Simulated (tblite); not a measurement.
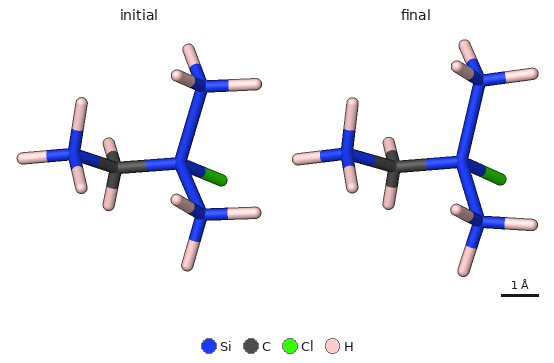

The structure of CH11ClSi4 before (left) and after (right) a relaxation, at one scale.

A stick model, seen at a tilt.

All numbers below come from tblite, GFN2-xTB geometry optimisation, gas phase. 

**Describe what moved and what it gained.**

After 59 geometry steps the energy has fallen by 0.295 eV. The atom that moves furthest after the best rigid fit is an H atom (0.33 Å). By element the largest moves are H 0.33 Å, Si 0.20 Å, C 0.10 Å, Cl 0.10 Å. Among the contacts that change: C–Si 1.828 → 1.921 Å, C–Si 1.842 → 1.899 Å, Si–Si 2.305 → 2.334 Å, H–Si 1.489 → 1.465 Å. Among the angles between lasting bonds that change: Si–Si–Si 104.4° → 119.0°, Si–Si–H 109.2° → 115.1°, Si–Si–H 109.9° → 115.0°.
